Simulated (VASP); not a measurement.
Band structure of ReS₂ (relaxed from the layer:2H-MoS2 structure). Computed with PBEsol GGA, VASP's PBE PAW potentials (set 64) (plane waves; VASP).

The cell holds a wide vacuum, so values per volume refer to the whole cell. Unless said otherwise, spin-orbit coupling is left out, though it shifts the bands of the heavy elements here.

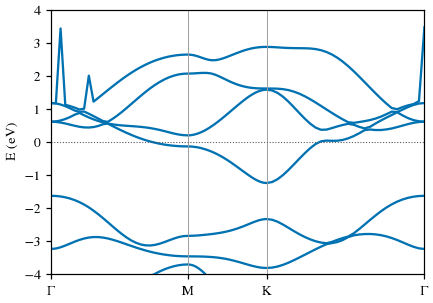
*Bands along high-symmetry lines, zero at the valence-band maximum or, without a gap, the Fermi level*

Q: Read the plot: is there a gap, and where are the band edges?

A: It has no gap at this level: it comes out as a metal or semimetal. (Edges off the drawn lines would not show.)

The cell is a sheet with vacuum, built from a generated structure.
